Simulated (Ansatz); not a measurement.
# BHLYP/cc-pVTZ run of GaCl (SMILES [Cl][Ga])

Aim: the electronic atomisation energy of GaCl at BHLYP/cc-pVTZ, from 3 runs. 

Program for the calculation: Ansatz 0.2.0.

31 further runs of the same task are left out: 31 set aside as unsound or not needed.

## Step 1: The system as given

The species is GaCl (2 atoms), meant as a singlet with charge 0. As SMILES, `[Cl][Ga]`. Geometry: relaxed at PBE0-D4/def2-TZVP.

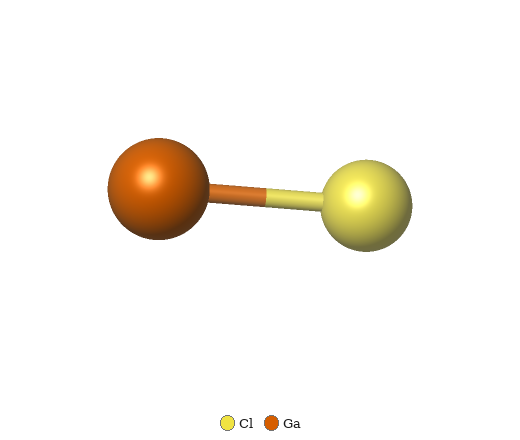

The structure, seen from a chosen angle (chlorine yellow, gallium orange).

## Step 2: The energy at BHLYP/cc-pVTZ

run.yaml

```yaml
crystal:
  periodic: [false, false, false]
  atoms:
    - {symbol: Cl, position_ang: [-0.000000, 0.000000, -0.023560]}
    - {symbol: Ga, position_ang: [0.000000, -0.000000, 2.192160]}
basis:
  gaussian:
    orbitals: cc-pVTZ
hamiltonian:
  xc: {name: BHLYP}
output:
  orbitals: {seedname: orbitals}
accuracy: high
```

Run with:

```sh
ansatz run run.yaml --threads 1 --pin off --max-ram 3480MiB --events-out events.jsonl --progress --plain --runs-dir runs
```

Standard output:

```text
Warning: RAYON_NUM_THREADS=1 ignored (pool sized by the plan → 1); use --threads N
Functional definition: BHLYP
  name "BHLYP"
  parameter a = 0.5
  exchange = (1 - a)*b88_x + a*exact_x
  correlation = lyp_c
1035 factors; integrals over basis functions are off by at most 4.2e-9 eV
mean field evaluation 1: about -64902.4433 eV, gradient 1.8e1 eV
mean field evaluation 2: about -64902.4735 eV, gradient 1.9e1 eV
mean field evaluation 4: about -64903.3587 eV, gradient 7.3e-1 eV
mean field evaluation 8: about -64903.4062 eV, gradient 1.7e-2 eV
mean field evaluation 16: about -64903.4063 eV, gradient 1.3e-6 eV
mean field -64903.40627725 eV, -2385.1561875800 hartree, gradient 1.9e-8 eV, S^2 0.000000; 0 other end points of the search recorded, 0 dependent functions left out
reference -64903.40629551 eV, -2385.1561882511 hartree; 24, 24 occupied and 53, 53 virtual orbitals, 1035 factors
Total energy: -64903.40629551 eV, -2385.1561882511 hartree
```

Run time: 4.5 s. Hardware: 1 thread of Arm Neoverse V2, shared host; peak memory 0.17 GiB.

## Step 3: The Cl atom, same level

run.yaml

```yaml
crystal:
  periodic: [false, false, false]
  atoms:
    - {symbol: Cl, position_ang: [0.000000, 0.000000, 0.000000]}
basis:
  gaussian:
    orbitals: cc-pVTZ
magnetization:
  spin_polarized: true
  initial_magnetization: 1
hamiltonian:
  xc: {name: BHLYP}
accuracy: high
```

Run the same way, it converges to -460.16445 Eh (log not shown).

## Step 4: The Ga atom at the same level

in.yaml

```yaml
crystal:
  periodic: [false, false, false]
  atoms:
    - {symbol: Ga, position_ang: [0.000000, 0.000000, 0.000000]}
basis:
  gaussian:
    orbitals: cc-pVTZ
magnetization:
  spin_polarized: true
  initial_magnetization: 1
hamiltonian:
  xc: {name: BHLYP}
accuracy: high
```

Run the same way, it converges to -1924.82371 Eh (log not shown).

## Step 5: Outcome

Level: BHLYP/cc-pVTZ.

| quantity | value |
| --- | --- |
| molecule: total energy | -2385.15619 Eh |
| molecule: HOMO energy | -8.38 eV |
| molecule: LUMO energy | -0.97 eV |
| molecule: HOMO–LUMO gap | 7.40 eV |
| Cl atom: total energy | -460.16445 Eh |
| Cl atom: ⟨S²⟩ | 0.754 |
| Ga atom: total energy | -1924.82371 Eh |
| Ga atom: ⟨S²⟩ | 0.754 |
| electronic atomisation energy | 4.572 eV |

**Reading.** Taking the molecule apart into free atoms costs 4.57 eV (441 kJ/mol), before zero-point energy and without spin-orbit coupling.
